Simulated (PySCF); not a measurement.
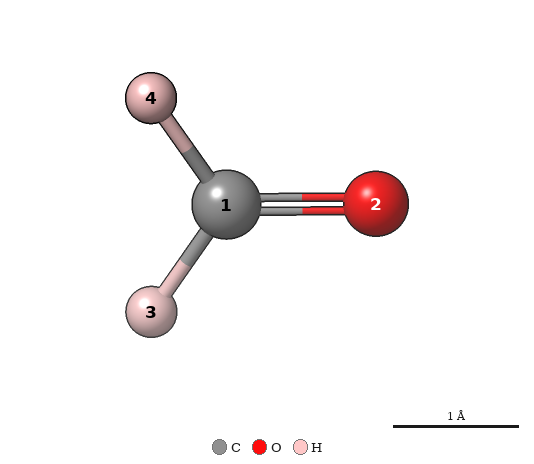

Orthographic view. Distant atoms are faded towards the background colour. Computed geometry: PBE0-D3(BJ)/def2-SVP optimisation. No frequency run is at hand to confirm it as a minimum.

Write a MOL file (V2000) with the atoms in numerical order, bonds sorted by atom number with the orders drawn, and coordinates in the frame of the picture: x right, y up, z towards the viewer, origin at the mean position.

```
CH2O
                    3D

  4  3  0  0  0  0  0  0  0  0999 V2000
    0.0000    0.0000    0.0000 C   0  0  0  0  0  0  0  0  0  0  0  0
    1.2000    0.0100   -0.0100 O   0  0  0  0  0  0  0  0  0  0  0  0
   -0.6000   -0.8600   -0.4000 H   0  0  0  0  0  0  0  0  0  0  0  0
   -0.6000    0.8500    0.4100 H   0  0  0  0  0  0  0  0  0  0  0  0
  1  2  2  0
  1  3  1  0
  1  4  1  0
M  END
```
